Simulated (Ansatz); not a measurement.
The calculation's input:

```
crystal:
  periodic: [false, false, false]
  atoms:
    - { symbol: Al, position_ang: [-0.007168, 0.271352, -0.025915] }
    - { symbol: Cl, position_ang: [-0.007498, 0.410337, 2.172337] }
    - { symbol: H, position_ang: [1.392018, 0.321981, -0.71982] }
    - { symbol: H, position_ang: [-1.408897, 0.275593, -0.717128] }
    - { symbol: F, position_ang: [0.087253, -2.447364, 0.922939] }
    - { symbol: H, position_ang: [0.089592, -2.128099, 1.778387] }
basis:
  gaussian: { orbitals: def2-SVP }
hamiltonian:
  xc: hf
relax:
  f_tol: 0.03
  max_steps: 50
output:
  orbitals: {}
```

Command:

```sh
ansatz run input.yaml --threads 1 --pin off --max-ram 2048MiB --backend cpu --events-out ev --progress --plain --runs-dir out
```

The fields are those of the run's last geometry, not of the input's.

Computed with Ansatz, RHF/def2-SVP.

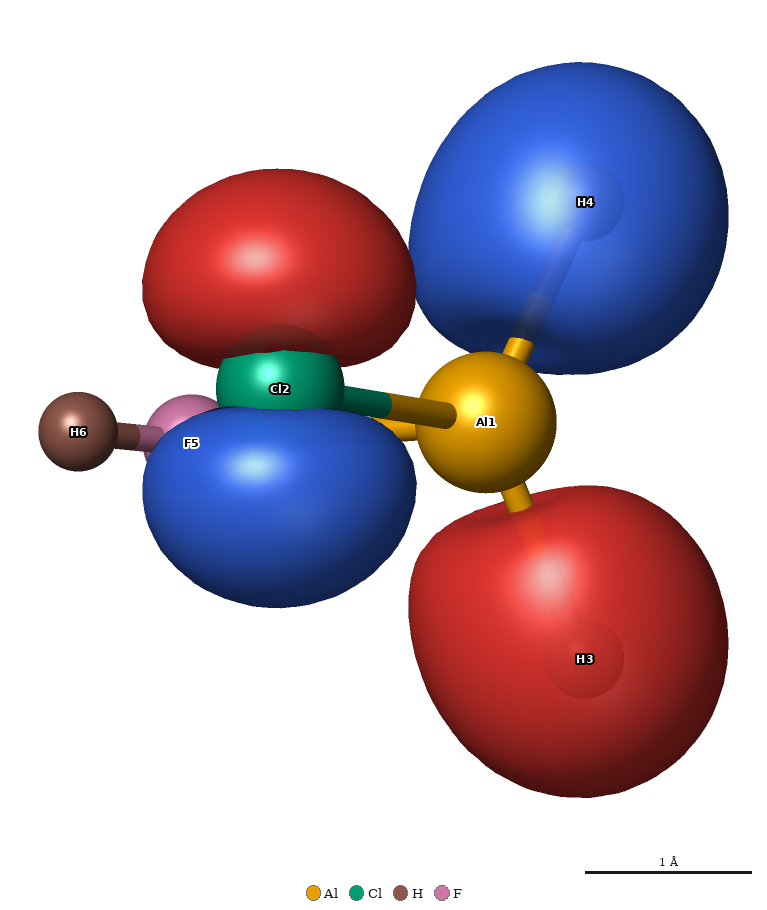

AlClFH₃. The HOMO at ±0.15 Å⁻³ᐟ² (blue and red are the two phases), seen from one side.

**Where does this orbital lie, and at what energy?**

It lies mainly on Cl2 (about 30 %), Al1 (about 25 %), H3 (about 20 %) and H4 (about 20 %). Its energy is −11.36 eV.
